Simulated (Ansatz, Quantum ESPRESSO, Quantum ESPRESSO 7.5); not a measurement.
**Gate doping of 1T-TiO2, 2 layers, AB stacking**

How rigid are the bands of 1T-TiO2, 2 layers, AB stacking under field-effect doping?

Calculated with Quantum ESPRESSO 7.5; plane-wave DFT, PBE, GBRV ultrasoft pseudopotentials (geometry by Ansatz 0.2.0 with PAW datasets; geometry under PBE-D3(BJ)).

### Step 1. The starting structure

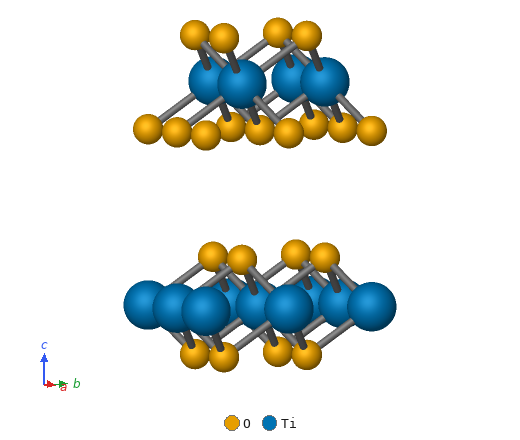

Start, viewed from the side, with the c axis up; oxygen orange, titanium blue. 2×2×1 cells are drawn. Bonds to atoms that aren't drawn are left out. Some periodic images of atoms are drawn too.

The cell holds 6 atoms: 4 O and 2 Ti. Its edges and angles: a = 2.990 Å, b = 2.990 Å, c = 30.222 Å, α = 90.0°, β = 90.0°, γ = 120.0°. It derives from TiO2. Vacuum lies along c.

This sheet is a model structure: its symmetry is held, and its stability is not tested here.

### Step 2. Relaxation with Ansatz

The geometry comes first, from a plane-wave PAW code, so that the later runs on this slab share one structure.

File input.yaml:

```yaml
crystal:
  lattice:
    - [2.99, 0.0, 0.0]
    - [-1.495, 2.5894159573, 0.0]
    - [0.0, 0.0, 30.2223842461]
  atoms:
    - { symbol: O, position: [0.6666666667, 0.3333333333, 0.363968637] }
    - { symbol: Ti, position: [0.0, 0.0, 0.4046866707] }
    - { symbol: O, position: [0.3333333333, 0.6666666667, 0.4454047045] }
    - { symbol: O, position: [0.0, 0.0, 0.5545952955] }
    - { symbol: Ti, position: [0.3333333333, 0.6666666667, 0.5953133293] }
    - { symbol: O, position: [0.6666666667, 0.3333333333, 0.636031363] }
kpoints:
  mp_grid: { grid: [12, 12, 1] }
hamiltonian:
  xc: pbe
  dispersion: d3bj
scf:
  occupations: { method: fermi_dirac, width: 0.05 }
  convergence: { dr2_threshold: 1.0e-08 }
efield:
  axis: 3
  dipole_correction: true
  ramp_position: 0.97
  ramp_width: 0.04
relax:
  f_tol: 0.01
  cell: { fix: [c, alpha, beta] }
output:
  write_potential: true
  write_density: true
  volumetric_format: npy
```

The run is started by

```sh
> ansatz run input.yaml --threads 4 --pin off --max-ram 8192MiB --backend cpu --events-out ev --progress --plain --runs-dir out
```

Numbers of over 12 decimals in the logs are rounded to 6 here.

Log:

```text
Warning: relax.cell: scf.convergence.dr2_threshold = 1e-8 eV is looser than the 6e-10 eV advised for a relaxation that steers and ends on the stress (1e-10 eV for each atom of the cell: 6). What an SCF threshold leaves in a stress goes as its square root, and in the free energy as the threshold itself, and one threshold admits the most on a small cell: [figures from the program's tests cut] Set scf.convergence.dr2_threshold to 6e-10 eV or tighter. The threshold is an SCF's pass mark: one that does not reach it within its budget of iterations ends unconverged, or closes short of it on a stop that the run arms, and scf.convergence.dr2_threshold's page says what that costs each kind of run
Engine: ansatz 0.2.0, aarch64-unknown-linux-gnu
Pseudopotentials: kind: paw
Pseudopotential: O, paw, valence charge 6, recommended cutoff 420 eV (normal), O.paw.azcp
Pseudopotential: Ti, paw, valence charge 12, recommended cutoff 420 eV (normal), Ti.paw.azcp
Functional definition: PBE
  parameter kappa = 0.804
  parameter beta = 0.066725
  exchange = pbe_x(kappa = kappa, mu = beta*pi^2/3)
  correlation = pbe_c(beta = beta)
Crystal: 6 atoms, lattice volume = 233.992 Å³
Basis set: ecut = 420 eV, 4433 PW (Γ), exchange–correlation on 40×40×432 points (8 copies of the dense FFT grid, shifted against one another)
Bands: 30, of which v1, the nominal top of the filled ones, is band 24 counted from 1 (23 counted from 0)
Symmetry: 6 space group operations
k-points: 19 of 144 (time reversal used)
Non-local potential: O, projectors of the file, l = 0: 2, l = 1: 2, l = 2: 1
Non-local potential: Ti, projectors of the file, l = 0: 3, l = 1: 2, l = 2: 3, l = 3: 1
PAW form: soft (Blöchl's): semilocal exchange-correlation on the pseudo side does not see the compensation charge
PAW one-centre angular grid: O, 110 points (default); XC on 64 Gauss nodes
PAW one-centre angular grid: Ti, 590 points (default); XC on 64 Gauss nodes
Initial density: superposition of atomic densities (neutral atoms: chi_scale 0, normalization atom), corrected by the library's trained network
Initial wavefunctions: pseudopotential atomic-orbital guess
Functional: x = pbe(κ = 0.804, μ = 0.219515), c = pbe(β = 0.066725)
SCF iter   1: F=—  HF=-7275.119488 eV  |F-HF|=—  |Δ(HF+E_count)|=         —  Δρ=3.00e-3  dr2=3.20e-2  ethr=1.77e-3  p=-0.000 e·Å  D=-1.26e-6 V/Å  ΔV_dip=0.00 eV  dr2_dipole=2.77e-8  V_vac-E_F(+/−)=8.18/8.18 eV  ⟨swp⟩=6.6  Hψ=2687  notcnv=0
efield: sawtooth ramp at fractional position 0.9700 (set: `efield.ramp_position`, or a place that a band, a saddle search or an elastic batch's reference lends), width 0.0400; the density the first Hamiltonian is built on has a dipole p = -0.000 e·Å; the dipole correction subtracts the counter field D = -1.26e-6 V/Å, which shifts the + side's vacuum level by +0.00 eV against the − side's; the planar-averaged density in the ramp window peaks in size at 2.9e-6 e/Å³
preconditioner: auto → Resta (q_TF=auto, 2.095 Å⁻¹)  ε∞=3.8  [insulator: Δε(μ)=1.643 eV  Ē_g=8.199 eV  σ=0.050 eV  W_gap=1.00  n_scr=20 (ndim 8)  ℏωp=13.7 eV  f_vac=0.664  D(μ)=0.00/eV (n_scr^D=0)  ε∞_Penn≈3.8  vacuum switching on, ρ_ref=4.9e-3 e/Å³]
SCF iter   2: F=—  HF=-7275.122567 eV  |F-HF|=—  |Δ(HF+E_count)|=   3.08e-3  Δρ=4.28e-3  dr2=5.71e-2  ethr=6.67e-5  p=-0.000 e·Å  D=-2.80e-5 V/Å  ΔV_dip=0.00 eV  dr2_dipole=8.98e-8  V_vac-E_F(+/−)=8.07/8.07 eV  ⟨swp⟩=2.1  Hψ=1063  notcnv=0  defer=13
SCF iter   3: F=—  HF=-7275.116248 eV  |F-HF|=—  |Δ(HF+E_count)|=   6.32e-3  Δρ=8.20e-4  dr2=1.43e-3  ethr=6.67e-5  p=-0.000 e·Å  D=-6.08e-6 V/Å  ΔV_dip=0.00 eV  dr2_dipole=7.05e-12  V_vac-E_F(+/−)=8.10/8.10 eV  ⟨swp⟩=2.0  Hψ=867  notcnv=0  defer=13
SCF iter   4: F=—  HF=-7275.116722 eV  |F-HF|=—  |Δ(HF+E_count)|=   4.74e-4  Δρ=2.96e-4  dr2=2.24e-4  ethr=2.98e-6  p=0.000 e·Å  D=1.65e-6 V/Å  ΔV_dip=-0.00 eV  dr2_dipole=3.48e-11  V_vac-E_F(+/−)=8.05/8.05 eV  ⟨swp⟩=2.3  Hψ=942  notcnv=0  defer=13
SCF iter   5: F=—  HF=-7275.116746 eV  |F-HF|=—  |Δ(HF+E_count)|=   2.35e-5  Δρ=2.57e-4  dr2=2.88e-4  ethr=4.66e-7  p=0.000 e·Å  D=3.42e-6 V/Å  ΔV_dip=-0.00 eV  dr2_dipole=1.11e-9  V_vac-E_F(+/−)=8.05/8.05 eV  ⟨swp⟩=2.0  Hψ=795  notcnv=0  defer=13
SCF iter   6: F=—  HF=-7275.116725 eV  |F-HF|=—  |Δ(HF+E_count)|=   2.12e-5  Δρ=1.14e-4  dr2=5.06e-5  ethr=4.66e-7  p=0.000 e·Å  D=9.06e-7 V/Å  ΔV_dip=-0.00 eV  dr2_dipole=9.16e-11  V_vac-E_F(+/−)=8.05/8.05 eV  ⟨swp⟩=1.7  Hψ=609  notcnv=0  defer=13
SCF iter   7: F=—  HF=-7275.116763 eV  |F-HF|=—  |Δ(HF+E_count)|=   3.85e-5  Δρ=1.31e-5  dr2=6.94e-7  ethr=1.05e-7  p=0.000 e·Å  D=5.15e-7 V/Å  ΔV_dip=-0.00 eV  dr2_dipole=1.27e-11  V_vac-E_F(+/−)=8.04/8.04 eV  ⟨swp⟩=2.0  Hψ=759  notcnv=0  defer=13
SCF iter   8: F=—  HF=-7275.116889 eV  |F-HF|=—  |Δ(HF+E_count)|=   1.26e-4  Δρ=1.26e-5  dr2=6.91e-7  ethr=1.45e-9  p=-0.000 e·Å  D=-1.43e-6 V/Å  ΔV_dip=0.00 eV  dr2_dipole=1.24e-9  V_vac-E_F(+/−)=8.04/8.04 eV  ⟨swp⟩=2.9  Hψ=1089  notcnv=0  defer=13
SCF iter   9: F=—  HF=-7275.116889 eV  |F-HF|=—  |Δ(HF+E_count)|=   1.27e-8  Δρ=9.33e-6  dr2=3.01e-7  ethr=1.44e-9  p=0.000 e·Å  D=8.82e-6 V/Å  ΔV_dip=-0.00 eV  dr2_dipole=1.35e-8  V_vac-E_F(+/−)=8.04/8.04 eV  ⟨swp⟩=2.0  Hψ=746  notcnv=0  defer=13
SCF iter  10: F=-7275.116889 eV  HF=-7275.116889 eV  |F-HF|=4.87e-10  |Δ(HF+E_count)|=   3.31e-8  Δρ=1.12e-6  dr2=2.20e-9  ethr=2.08e-11  p=0.000 e·Å  D=6.41e-7 V/Å  ΔV_dip=-0.00 eV  dr2_dipole=2.49e-11  V_vac-E_F(+/−)=8.04/8.04 eV  ⟨swp⟩=8.9  Hψ=4281  notcnv=0
SCF 1 converged in 10 iterations: F = -7275.116889 eV  dr2 = 2.20e-9
  greatest PAW one-centre occupation: 0.999 electrons in one spin orbital (limit 2), on the Ti atom at site 4 (counted from 0), in its partial waves of l = 0
relax step   1: F+E_penalty+E_count = -7275.11688901 eV  Δ(F+E_penalty+E_count) = +0.000e0 eV  max|allowed force component| = 4.196e0 eV/Å  Δτ_max = 0.0000 Å  P = -8.457 GPa  Ω = 233.992 Å³  fix = [c, alpha, beta]  reactions: c -14.392 GPa  (10 SCF iters, accepted)
Crystal: 6 atoms, lattice volume = 236.239 Å³
Basis set: ecut = 420 eV, 4481 PW (Γ), exchange–correlation on 40×40×432 points (8 copies of the dense FFT grid, shifted against one another)
Initial density: handed on by an earlier stage of this run
Initial wavefunctions: those handed on with the density
iter 1 solved again at ethr=1.51e-3 eV; its pass at ethr=3.10e-3 eV (dr2=7.26e-1 eV) is discarded
[...]
relax step   5: F+E_penalty+E_count = -7277.62799066 eV  Δ(F+E_penalty+E_count) = -3.663e-2 eV  max|allowed force component| = 9.838e-2 eV/Å  Δτ_max = 0.1950 Å  P = -0.360 GPa  Ω = 232.351 Å³  energy of the carried Pulay correction = +2.161e-3 eV  fix = [c, alpha, beta]  reactions: c -0.494 GPa  (12 SCF iters, accepted)
[...]
relax step   6: F+E_penalty+E_count = -7277.64511205 eV  Δ(F+E_penalty+E_count) = -1.712e-2 eV  max|allowed force component| = 9.083e-2 eV/Å  Δτ_max = 0.1982 Å  P = -0.016 GPa  Ω = 232.032 Å³  energy of the carried Pulay correction = +2.583e-3 eV  fix = [c, alpha, beta]  reactions: c -0.052 GPa  (12 SCF iters, accepted)
[...]
relax step   7: F+E_penalty+E_count = -7277.64503977 eV  Δ(F+E_penalty+E_count) = +7.228e-5 eV  max|allowed force component| = 3.183e-2 eV/Å  Δτ_max = 0.0233 Å  P = -0.039 GPa  Ω = 232.808 Å³  energy of the carried Pulay correction = +1.558e-3 eV  fix = [c, alpha, beta]  reactions: c +0.101 GPa  (8 SCF iters, accepted)
[...]
relax step   8: F+E_penalty+E_count = -7277.64620624 eV  Δ(F+E_penalty+E_count) = -1.166e-3 eV  max|allowed force component| = 2.599e-3 eV/Å  Δτ_max = 0.0131 Å  P = +0.004 GPa  Ω = 232.274 Å³  energy of the carried Pulay correction = +2.263e-3 eV  fix = [c, alpha, beta]  reactions: c +0.019 GPa  (8 SCF iters, accepted)
Initial wavefunctions: pseudopotential atomic-orbital guess (no wavefunctions were taken with the density)
iter 1 solved again at ethr=2.53e-7 eV; its pass at ethr=3.10e-3 eV (dr2=1.21e-4 eV) is discarded
SCF iter   1: F=—  HF=-7277.644149 eV  |F-HF|=—  |Δ(HF+E_count)|=         —  Δρ=3.58e-5  dr2=4.64e-7  ethr=2.53e-7  p=0.000 e·Å  D=2.61e-6 V/Å  ΔV_dip=-0.00 eV  dr2_dipole=7.30e-11  V_vac-E_F(+/−)=6.88/6.88 eV  ⟨swp⟩=4.1  Hψ=4587  notcnv=0
efield: sawtooth ramp at fractional position 0.9700 (set: `efield.ramp_position`, or a place that a band, a saddle search or an elastic batch's reference lends), width 0.0400; the density the first Hamiltonian is built on has a dipole p = 0.000 e·Å; the dipole correction subtracts the counter field D = 2.61e-6 V/Å, which shifts the + side's vacuum level by -0.00 eV against the − side's; the planar-averaged density in the ramp window peaks in size at 3.3e-6 e/Å³
preconditioner: auto → Resta (q_TF=auto, 2.098 Å⁻¹)  ε∞=3.2  [insulator: Δε(μ)=2.621 eV  Ē_g=9.348 eV  σ=0.050 eV  W_gap=1.00  n_scr=20 (ndim 8)  ℏωp=13.8 eV  f_vac=0.698  D(μ)=0.00/eV (n_scr^D=0)  ε∞_Penn≈3.2  vacuum switching on, ρ_ref=6.3e-3 e/Å³]
SCF iter   2: F=—  HF=-7277.644176 eV  |F-HF|=—  |Δ(HF+E_count)|=   2.68e-5  Δρ=1.85e-5  dr2=3.29e-7  ethr=9.67e-10  p=0.000 e·Å  D=9.36e-7 V/Å  ΔV_dip=-0.00 eV  dr2_dipole=7.43e-11  V_vac-E_F(+/−)=6.88/6.88 eV  ⟨swp⟩=3.0  Hψ=1136  notcnv=0
SCF iter   3: F=—  HF=-7277.644176 eV  |F-HF|=—  |Δ(HF+E_count)|=   1.41e-7  Δρ=1.19e-5  dr2=1.64e-7  ethr=6.85e-10  p=0.000 e·Å  D=2.64e-6 V/Å  ΔV_dip=-0.00 eV  dr2_dipole=5.72e-11  V_vac-E_F(+/−)=6.88/6.88 eV  ⟨swp⟩=2.1  Hψ=828  notcnv=0
SCF iter   4: F=-7277.644176 eV  HF=-7277.644176 eV  |F-HF|=2.53e-9  |Δ(HF+E_count)|=   2.87e-8  Δρ=1.86e-6  dr2=1.91e-9  ethr=2.08e-11  p=0.000 e·Å  D=1.89e-6 V/Å  ΔV_dip=-0.00 eV  dr2_dipole=5.87e-13  V_vac-E_F(+/−)=6.88/6.88 eV  ⟨swp⟩=10.5  Hψ=4590  notcnv=0
SCF 9 converged in 4 iterations: F = -7277.644176 eV  dr2 = 1.91e-9
relax step   9: F+E_penalty+E_count = -7277.64417617 eV  Δ(F+E_penalty+E_count) = +2.030e-3 eV  max|allowed force component| = 2.564e-3 eV/Å  Δτ_max = 0.0000 Å  P = -0.017 GPa  Ω = 232.274 Å³  fix = [c, alpha, beta]  reactions: c +0.010 GPa  stress off target by 3.11e-2 GPa on what of the cell is left free  SCF on the basis re-selected at this cell (its energy is not comparable with the rows above)  (4 SCF iters)
basis re-selected at this cell: Δ(F+E_penalty+E_count) = +2.030e-3 eV, ΔP = -0.022 GPa vs the last step (what re-selecting the basis moved, of the pressure what is left beyond the Pulay correction that the steps carried, after the strain that the cell walked since its last selection, with what the two solves' SCF thresholds leave and, on support functions, any second-order correction that the steps lacked; it is no m [...]
WARN: The output density's exchange-correlation potential varies sharply where the density is thin. Do not read a vacuum level from v_tot or v_xc, or from such a field of the output density. On a cell that repeats whose density bears no net charge and no dipole along the vacuum's axis use v_es (v_loc + v_h of the components); under efield.dipole_correction with no amplitude use v_es + v_field, which holds any externa [...]
SCF converged after 4 iterations
Free energy (F): -7277.644176 eV
Harris-Foulkes:  -7277.644176 eV  (|F-HF|=2.53e-9)
Internal energy: -7277.644176 eV  (E = F + TS)
E sigma→0 (E₀):  -7277.644176 eV
Fermi energy:    -2.367086 eV
Dipole field:    D = 0.000003 V/Å  (p = 0.000004 e·Å, saw-weighted, corrected)
Work function:   Φ+ = 6.8761 eV   Φ− = 6.8762 eV
Levels:          The Fermi level and band energies are counted from a zero that moves with the ramp; work functions are not
--- Per-component energies (eV) ---
  E_band       = -981.549421
  E_kinetic    = 1245.870315
  E_local      = -76092.865409  (includes V_loc(G=0)·N_el)
  E_nonlocal   = 196.773047
  E_hartree    = 37384.014436
  E_xc         = -492.638795
  E_vxc        = -623.840777  (∫ρ·V_xc dr)
  E_paw        = -2721.637657  (= ΣΔE_a)
  E_vpaw       = -475.520991  (= ΣTr[D̂ρ^β])
  E_aug_tail   = 0.010242  (compensation charges beyond the density's cutoff)
  E_efield     = 0.000000  (sawtooth field / dipole correction)
  E_vefield    = -0.000041  (∫n·V_field dr)
  E_ewald      = 33203.876184
  E_disp       = -1.046538  (pairwise vdW)
  E_smearing   = -0.000000  (= −TS)
  E_closure    = 0.000000  (closes the sum)
  Σ components = -7277.644176   (vs F -7277.644176, Δ=0.00e0)
--- Forces (eV/Å), atoms counted from 1 ---
  atom   1  O     -0.00000000     0.00000000    -0.00159529
  atom   2  Ti     0.00000000    -0.00000000    -0.00256255
  atom   3  O      0.00000000    -0.00000000     0.00164385
  atom   4  O     -0.00000000     0.00000000    -0.00164520
  atom   5  Ti    -0.00000000     0.00000000     0.00256428
  atom   6  O      0.00000000    -0.00000000     0.00159374
  max |Σ_I F_I| component: 1.18e-6 eV/Å
--- Stress (GPa, compression-positive) ---
       -0.031121       0.000000      -0.000000
        0.000000      -0.031121       0.000000
       -0.000000       0.000000       0.010395
  P = ⅓ Tr σ = -0.0173 GPa (-0.173 kbar)
--- Band table (eV; the first three rows and the last of 19) ---
  k-point 0: bands = [... 20 lower, -4.0210, -4.0210, -3.9776, -3.9776, -1.0846, -1.0846, -1.0772, -1.0772, ... 2 higher]
  k-point 1: bands = [... 20 lower, -4.3295, -4.1805, -4.1299, -3.9316, -0.9860, -0.9732, -0.9191, -0.9055, ... 2 higher]
  k-point 2: bands = [... 20 lower, -4.5256, -4.4647, -4.1967, -3.7670, -0.8359, -0.7813, -0.5576, -0.5402, ... 2 higher]
  k-point 18: bands = [... 20 lower, -5.2738, -5.2451, -4.8046, -4.8046, -0.8572, -0.8572, 0.1958, 0.2037, ... 2 higher]
--- Relaxed structure (8 steps of the walk, 8 accepted, 1 SCFs on fresh bases) ---
  F+E_penalty+E_count = -7277.64417617 eV   max|allowed force component| = 2.564e-3 eV/Å   (the final SCF, on the basis selected at the relaxed cell)
  cell:  # Å, volume = 232.2738 Å³
    - [2.978999, -4.071006973963545e-19, 0]
    - [-1.489500, 2.579889, 0]
    - [0, 0, 30.2223842461]
  atoms:
    - { symbol: O, position: [0.666667, 0.333333, 0.393907] }
    - { symbol: Ti, position: [2.3874950124704194e-17, 0, 0.425962] }
    - { symbol: O, position: [0.333333, 0.666667, 0.457778] }
    - { symbol: O, position: [-1.3885226610437116e-17, 0, 0.542222] }
    - { symbol: Ti, position: [0.333333, 0.666667, 0.574038] }
    - { symbol: O, position: [0.666667, 0.333333, 0.606093] }
```

Run time: 34 s. Hardware: 4 threads of Arm Neoverse V1, shared host; peak memory 0.55 GiB.

Relaxation path:

```
step  energy less that of the first step (eV)  largest force component (eV/Å)  pressure (GPa)  volume (Å³)
   1                                   0.0000                          4.1960           -8.46       233.99
   2                                  -2.1481                          1.5278           -3.89       236.24
   3                                  -2.3865                          0.7056            2.27       227.24
   4                                  -2.4745                          0.0703           -0.28       232.14
   5                                  -2.5111                          0.0984           -0.36       232.35
   6                                  -2.5282                          0.0908           -0.02       232.03
   7                                  -2.5282                          0.0318           -0.04       232.81
   8                                  -2.5293                          0.0026            0.00       232.27
  9*                                  -2.5273                          0.0026           -0.02       232.27
```

Relaxation steps marked * repeat the geometry before them on a plane-wave basis chosen anew for their cell, so energy and pressure can jump there.

Forces are held to the 6 operations that the run works with; a distortion that breaks them can't arise in this run.

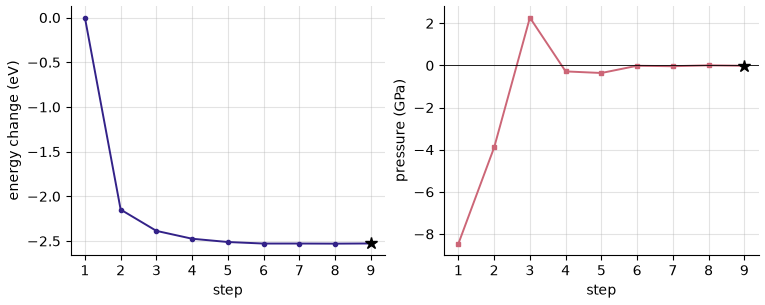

Energy and pressure along the relaxation. Stars mark steps on a basis chosen anew.

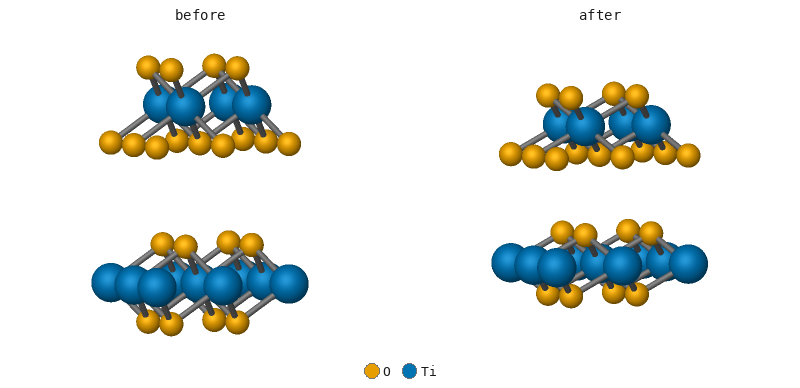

The structure before and after the relaxation, drawn at the same scale. Bonds to atoms that aren't drawn are left out.

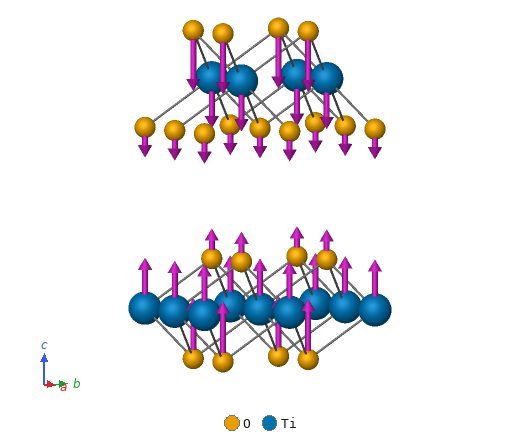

Displacements in the relaxation, exaggerated, measured against the changing cell; the longest in the cell stands for 0.90 Å. Bonds to atoms that aren't drawn are left out. 2×2×1 cells are drawn. Some periodic images of atoms are drawn too.

```
cell as run  before  after  change
      a (Å)   2.990  2.979  -0.4 %
      b (Å)   2.990  2.979  -0.4 %
```

The atoms that moved most (Å, along periodic axes as changes of fractional coordinates times the final cell, across vacuum about the mean position):

```
atom     dx     dy      dz  length
  O1  0.000  0.000   0.905   0.905
  O6  0.000  0.000  -0.905   0.905
 Ti5  0.000  0.000  -0.643   0.643
 Ti2  0.000  0.000   0.643   0.643
  O3  0.000  0.000   0.374   0.374
  O4  0.000  0.000  -0.374   0.374
```

Final coordinates:

```xyz
6
Lattice="2.9790 0.0000 0.0000 -1.4895 2.5799 0.0000 0.0000 0.0000 30.2224" Properties=species:S:1:pos:R:3
O     1.4895    0.8600   11.9048
Ti    0.0000    0.0000   12.8736
O     0.0000    1.7199   13.8351
O     0.0000    0.0000   16.3872
Ti    0.0000    1.7199   17.3488
O     1.4895    0.8600   18.3176
```

Numbers from this step:

```
free energy                                                      : -7277.6442 eV
Fermi energy                                                     : -2.367 eV
gap by band count                                                : 2.621 eV
symmetry operations                                              : 6
dipole along the normal                                          : 3.65e-6 e·Å
vacuum level at the upper face over a Fermi level inside the gap : 6.876 eV
vacuum level at the lower face over a Fermi level inside the gap : 6.876 eV
```

(Continued in part 2 of 9.)

[Logs are printed without paths, hosts, clocks, repeated set-up lines and the standing remarks that a program may print on its own settings, such as how far it seeks lower states.]

[Hosts, paths, dates, database ids (printed as entryN), source tags and the programs' standing remarks are cut or masked in the printed files.]

[Maps of the electrostatic potential energy from Ansatz leave out the sawtooth potential of an applied field or a dipole correction, so their vacuum need not be flat; planar profiles and work functions include it.]
